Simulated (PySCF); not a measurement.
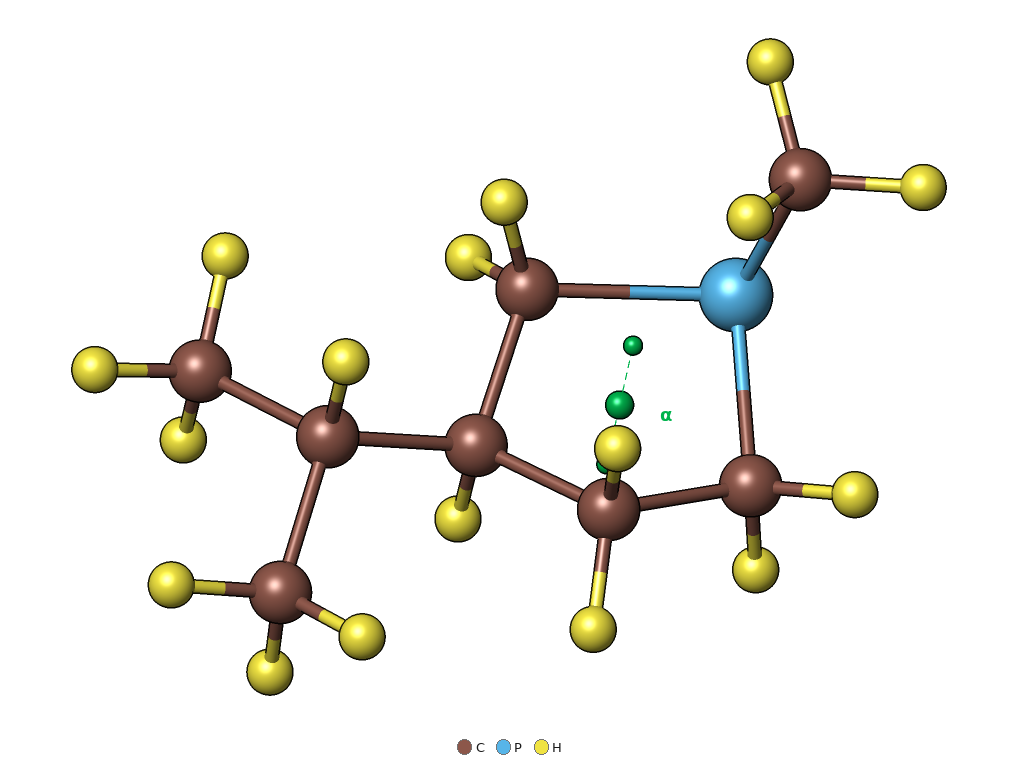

The small points mark where nucleus-independent chemical shifts (NICS) were computed: at the centre of each lettered ring and 1 Å above and below it. The geometry was computed by an optimisation with GFN2-xTB. No frequency run is at hand to confirm it as a minimum. Level of theory: GIAO PBE0/pcSseg-1 NMR shielding, non-relativistic, gas phase (PySCF 2.14.0).

Give NICS(0), NICS(1) and the out-of-plane component NICS(1)zz for each ring (means of the two sides).

| ring | members | NICS(0) | NICS(1) | NICS(1)zz |
| --- | --- | --- | --- | --- |
| α | C4P | −5.4 | −4.1 | −2.9 |

Values in ppm.

**What do the values say about the ring currents?**

Ring α: weak, as in a non-aromatic ring. NICS is one index among several.

The geometry is semi-empirical. Around P such bond lengths and angles can be off by a tenth of an ångström or more and by several degrees, and values that hang on the shape move with them.
